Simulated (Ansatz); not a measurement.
The starting structures come from a database of crystals and need not be the phases stable at ambient conditions.

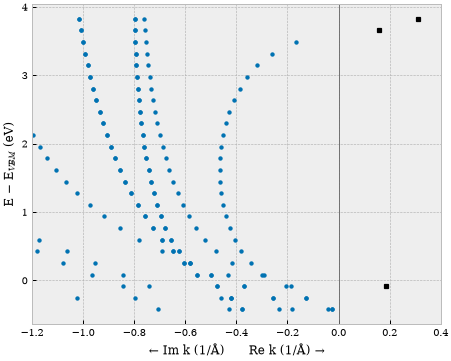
Complex bands at the centre of the two-dimensional zone; r2SCAN (Ansatz, a first-principles code)

No gap correction and no spin-orbit coupling; mid-gap values are interpolated between computed energies.

### Question
This is RbBiF6 (R-3, not sure to be the ambient phase, 8 atoms a cell, 16.5 Å³ an atom, -2 GPa at this level) along the normal of (101). Read off the slowest decay at the centre of the two-dimensional zone at 1.78 eV, the computed energy nearest the middle of the gap.

### Answer
κ ≈ 0.46 1/Å, a decay length 1/(2κ) of the density of 1.1 Å.
